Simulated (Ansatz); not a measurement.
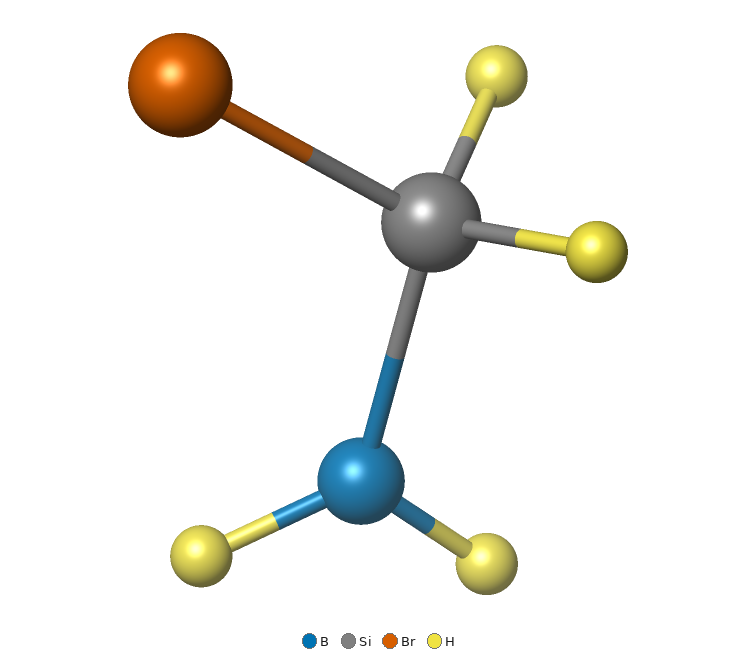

Ball-and-stick drawing of a structure. Every bond is drawn as one stick, whatever its order.

The computed structure is the end point of a PBE0-D4/def2-TZVP optimisation.

Description:

The molecule is BBrH4Si. SMILES: `B[SiH2]Br`. It has no ring. Among its groups: Si–H bond, B–H bond. The point group is Cs. Coordination: 1 B trigonal planar; 1 Si tetrahedral.

More results for the same structure follow; atom numbers are the same in all pictures, views and colours differ.

## Thermal motion

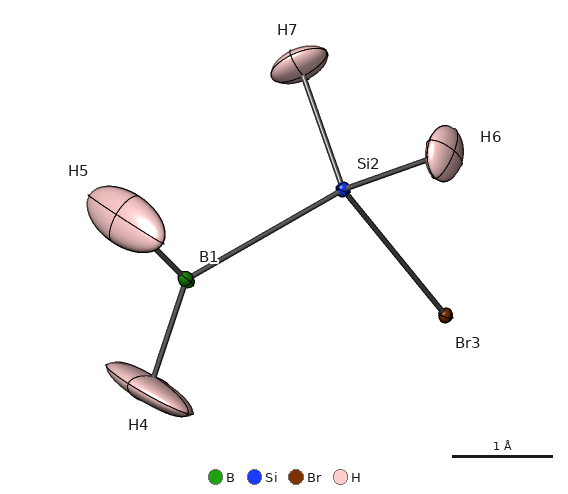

Displacement ellipsoids at the 50 % level, from the internal vibrations of the free molecule (harmonic, no overall translation or rotation; no half-axis is drawn under 0.075 Å). Vibrations computed with RKS PBE0-D4/def2-TZVP (Ansatz 0.2.0). Temperature: 100 K.

Question: Which atom has the largest mean-square displacement?

Answer: H4, with U_eq = 0.0724 Å².

Question: Does H4 move more along its bond or across it?

Answer: Across it: the root-mean-square amplitude is 0.090 Å along the bond and up to 0.414 Å across, since bending and torsion are softer than stretching.

Give the displacement parameters, one line for each set of equivalent atoms.

```csv
atom,U_eq (Å²),rms amplitudes (Å)
B1,0.0025,"0.023, 0.038, 0.074"
Si2,0.00092,"0.018, 0.030, 0.039"
Br3,0.00013,"0.004, 0.008, 0.017"
H4,0.0724,"0.087, 0.196, 0.414"
H5,0.0647,"0.102, 0.171, 0.393"
"H6, H7",0.0233,"0.089, 0.150, 0.199"
```

## Electronic properties

Level of theory: RKS HSE06 (plane-wave form)-D4/def2-TZVPP (Ansatz 0.2.0).

What does the calculation give?

- HOMO energy (Kohn–Sham orbital): −7.64 eV
- LUMO energy (Kohn–Sham orbital): −3.19 eV
- HOMO–LUMO gap: 4.46 eV
- dispersion correction: −10.5 kJ/mol

## Vibrations

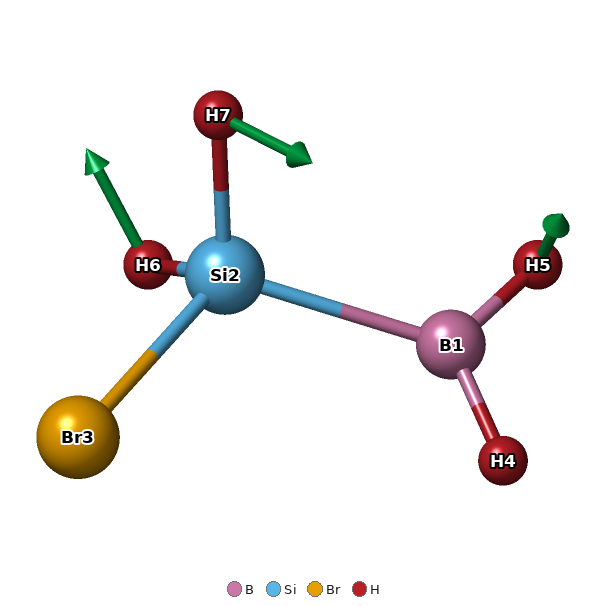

The arrows show one normal mode. Harmonic vibrations computed with RKS PBE0-D4/def2-TZVP (Ansatz 0.2.0) at a stationary point of the same level.

Question: What kind of motion is it?

Answer: Mostly B–Si–H bending.

Question: At what wavenumber does it lie?

Answer: 358 cm⁻¹; it is mode 3 of 15 counted from the lowest.
